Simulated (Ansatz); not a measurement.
# CH7BSi (SMILES CB[SiH3]): HF/3-21G

Aim: the vertical singlet–triplet gap of CH7BSi at HF/3-21G, from 2 runs. 

Program for the calculation: Ansatz 0.2.0.

65 further runs of the same task are left out: 65 set aside as unsound or not needed.

## Step 1: The system as given

CH7BSi has 10 atoms, charge 0, and is taken as a singlet. SMILES: `CB[SiH3]`. The coordinates come from a PBE0-D4/def2-TZVP relaxation.

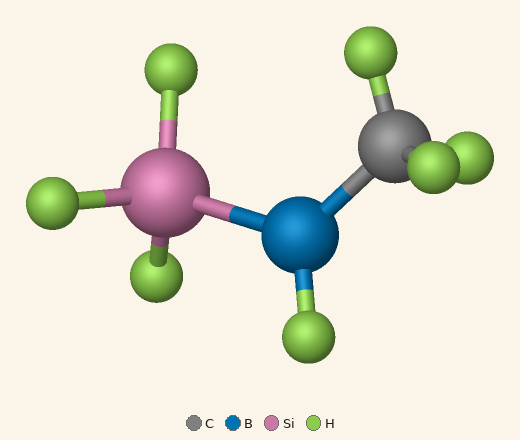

Viewed from a chosen angle; carbon grey, boron blue, silicon pink, hydrogen green.

## Step 2: The energy at HF/3-21G

The input, job.yaml:

```yaml
crystal:
  periodic: [false, false, false]
  atoms:
    - {symbol: C, position_ang: [-1.087900, 0.975000, -0.576900]}
    - {symbol: B, position_ang: [0.112000, 0.000300, -0.689900]}
    - {symbol: Si, position_ang: [1.014100, -0.883100, 0.884800]}
    - {symbol: H, position_ang: [-1.958400, 0.307500, -0.716200]}
    - {symbol: H, position_ang: [-1.157900, 1.712200, -1.380000]}
    - {symbol: H, position_ang: [-1.228600, 1.454100, 0.393400]}
    - {symbol: H, position_ang: [0.516800, -0.288200, -1.783700]}
    - {symbol: H, position_ang: [1.154200, -2.354100, 0.685500]}
    - {symbol: H, position_ang: [0.324900, -0.654200, 2.186700]}
    - {symbol: H, position_ang: [2.393700, -0.320800, 0.999300]}
basis:
  gaussian: {orbitals: 3-21G.json}
hamiltonian: {xc: hf}
accuracy: high
output: {orbitals: {seedname: orbitals}}
```

The basis set 3-21G is read from a file made from the Basis Set Exchange's data (not shown).

Launch:

```console
$ ansatz run job.yaml --threads 1 --pin off --max-ram 3480MiB --events-out events.jsonl --progress --plain --runs-dir runs
```

Log:

```text
Warning: RAYON_NUM_THREADS=1 ignored (pool sized by the plan → 1); use --threads N
Functional definition: HF
  name "HF"
  exchange = exact_x
  correlation = 0
1072 factors; integrals over basis functions are off by at most 5.3e-9 eV
mean field evaluation 1: about -9621.3873 eV, gradient 1.9e1 eV
mean field evaluation 2: about -9621.3792 eV, gradient 1.9e1 eV
mean field evaluation 4: about -9622.5583 eV, gradient 1.8e0 eV
mean field evaluation 8: about -9622.5708 eV, gradient 2.8e-4 eV
mean field -9622.57076133 eV, -353.6229530661 hartree, gradient 9.7e-9 eV, S^2 0.000000; 0 other end points of the search recorded, 0 dependent functions left out
reference -9622.57076133 eV, -353.6229530661 hartree; 16, 16 occupied and 29, 29 virtual orbitals, 1072 factors
Total energy: -9622.57076133 eV, -353.6229530661 hartree
```

Run time: 0.4 s. Hardware: 1 thread of Arm Neoverse V2, shared host; peak memory 0.093 GiB.

## Step 3: The triplet at the same level

The input, input.yaml:

```yaml
crystal:
  periodic: [false, false, false]
  atoms:
    - symbol: C
      position_ang: [-1.087900, 0.975000, -0.576900]
    - symbol: B
      position_ang: [0.112000, 0.000300, -0.689900]
    - symbol: Si
      position_ang: [1.014100, -0.883100, 0.884800]
    - symbol: H
      position_ang: [-1.958400, 0.307500, -0.716200]
    - symbol: H
      position_ang: [-1.157900, 1.712200, -1.380000]
    - symbol: H
      position_ang: [-1.228600, 1.454100, 0.393400]
    - symbol: H
      position_ang: [0.516800, -0.288200, -1.783700]
    - symbol: H
      position_ang: [1.154200, -2.354100, 0.685500]
    - symbol: H
      position_ang: [0.324900, -0.654200, 2.186700]
    - symbol: H
      position_ang: [2.393700, -0.320800, 0.999300]
basis:
  gaussian:
    orbitals: 3-21G.json
magnetization:
  spin_polarized: true
  initial_magnetization: 2
hamiltonian:
  xc: hf
accuracy: high
output: {orbitals: {seedname: orbitals}}
```

The basis set 3-21G is read from a file made from the Basis Set Exchange's data (not shown).

Launch:

```console
$ ansatz run input.yaml --threads 1 --pin off --max-ram 3480MiB --events-out events.jsonl --progress --plain --runs-dir runs
```

Log:

```text
Warning: RAYON_NUM_THREADS=1 ignored (pool sized by the plan → 1); use --threads N
Functional definition: HF
  name "HF"
  exchange = exact_x
  correlation = 0
1072 factors; integrals over basis functions are off by at most 5.3e-9 eV
mean field evaluation 1: about -9616.5563 eV, gradient 1.4e1 eV
mean field evaluation 2: about -9616.8287 eV, gradient 1.4e1 eV
mean field evaluation 4: about -9618.4436 eV, gradient 1.9e0 eV
mean field evaluation 8: about -9618.4996 eV, gradient 3.2e-1 eV
mean field evaluation 16: about -9618.5037 eV, gradient 2.6e-6 eV
mean field -9618.50369272 eV, -353.4734910514 hartree, gradient 9.8e-8 eV, S^2 2.010171; 0 other end points of the search recorded, 0 dependent functions left out
reference -9618.50369272 eV, -353.4734910514 hartree; 17, 15 occupied and 28, 30 virtual orbitals, 1072 factors
Total energy: -9618.50369272 eV, -353.4734910514 hartree
```

Wall time 0.54 s (1 thread of Arm Neoverse V2, shared host); peak memory 0.11 GiB.

## Step 4: Results

At HF/3-21G:

| quantity | value |
| --- | --- |
| singlet: total energy | -353.62295 Eh |
| singlet: HOMO energy | -10.83 eV |
| singlet: LUMO energy | 2.05 eV |
| singlet: HOMO–LUMO gap | 12.88 eV |
| triplet: total energy | -353.47349 Eh |
| triplet: HOMO energy (highest over α and β) | -6.76 eV |
| triplet: LUMO energy (lowest over α and β) | -1.90 eV |
| triplet: ⟨S²⟩ | 2.010 |
| vertical energy of the triplet above the singlet | 4.067 eV |

In words: At this shape the triplet lies 4.07 eV (94 kcal/mol) above the singlet.
